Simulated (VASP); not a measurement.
Band structure of GeP (space group F-43m). All values below come from PBEsol GGA, VASP's PBE PAW potentials (set 64) (plane waves; VASP).

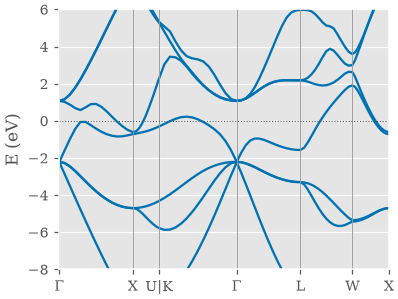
Bands along high-symmetry lines, zero at the valence-band maximum or, without a gap, the Fermi level

Task: Read the plot: is there a gap, and where are the band edges?

Result: It has no gap at this level: it comes out as a metal or semimetal. (Edges off the drawn lines would not show.)

The structure comes from a computed database's GeP entry (F-43m); how it stands against other phases isn't given here. It was relaxed first, which changed the volume by -7 %. The electron count is odd and the run is not spin-polarised, which forces a metal.
